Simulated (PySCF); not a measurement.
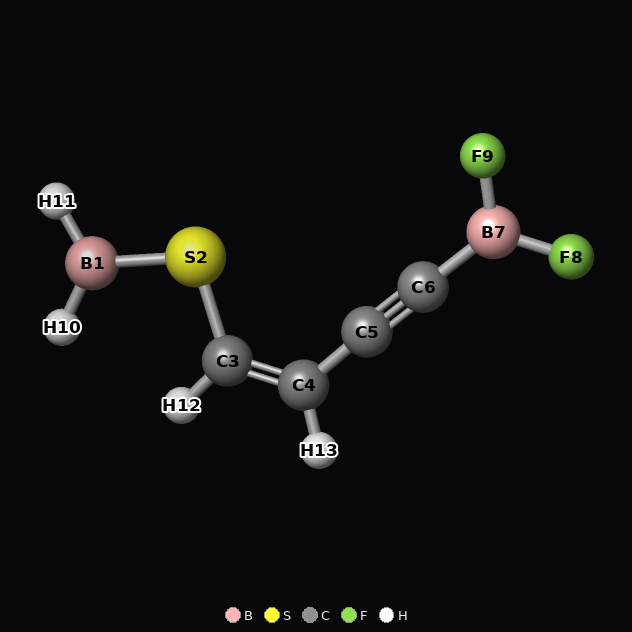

The computed structure is the end point of a GFN2-xTB optimisation. No frequency run is at hand to confirm it as a minimum. Electric field gradients from the ground-state density, PBE0/pcSseg-1 (PySCF 2.14.0), non-relativistic apart from any core potentials.

Give the largest field-gradient component, the quadrupole coupling constant and the asymmetry for 11B at B1 (Q = 40.59 mb), 33S at S2 (Q = −67.81 mb), 11B at B7 (Q = 40.59 mb), 2H at H10 (Q = 2.86 mb), 2H at H11 (Q = 2.86 mb), 2H at H12 (Q = 2.86 mb), 2H at H13 (Q = 2.86 mb).

| atom | V_zz (a.u.) | e²qQ/h (MHz) | η |
| --- | --- | --- | --- |
| B1 | 0.494 | 4.71 | 0.41 |
| S2 | 1.789 | −28.5 | 0.19 |
| B7 | 0.333 | 3.18 | 0.46 |
| H10 | 0.245 | 0.164 | 0.05 |
| H11 | 0.246 | 0.165 | 0.06 |
| H12 | 0.324 | 0.218 | 0.07 |
| H13 | 0.320 | 0.215 | 0.08 |

The geometry is semi-empirical. Around B such bond lengths and angles can be off by a tenth of an ångström or more and by several degrees, and values that hang on the shape move with them.
